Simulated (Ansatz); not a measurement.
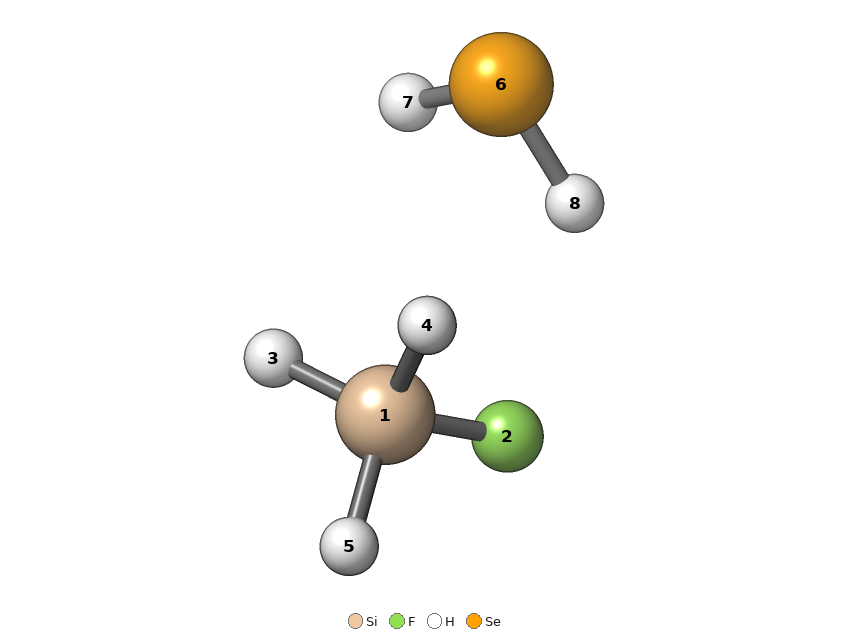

The atoms are numbered. Computed geometry: PBE0-D4/def2-TZVP optimisation.

Q: Describe the coordination of atom 6.

A: Se6 has 2 neighbours (H7 at 1.47, H8 at 1.47 Å); the arrangement is bent.

Q: Describe the coordination of atom 1.

A: Si1 has 4 neighbours (F2 at 1.60, H3 at 1.48, H4 at 1.48, H5 at 1.48 Å); the arrangement is tetrahedral.
